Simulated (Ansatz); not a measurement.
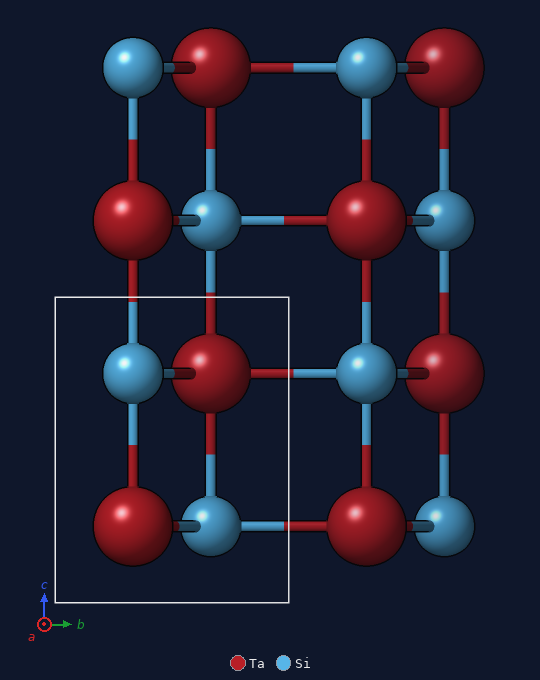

Projection along an edge of the hexagonal mesh, stacking direction c upwards. Every atom sits on one of the three columns of the mesh; call them A, B, C in the order in which they first turn up. The sequence starts with the first layer at or above the cell's origin.

System TaSi (space group P6_3/mmc, No. 194); source of the atomic positions: the geometry relaxed with DFT, PBE, PAW with Ansatz's default frozen-core files, scalar-relativistic (Ansatz); the starting structure was generated, so it need not be a known form of this composition.

**Give the sequence of layers in one repeat, with element and column.**

Si(A)+Ta(B) – Ta(A)+Si(B) (two layers in 4.99 Å).
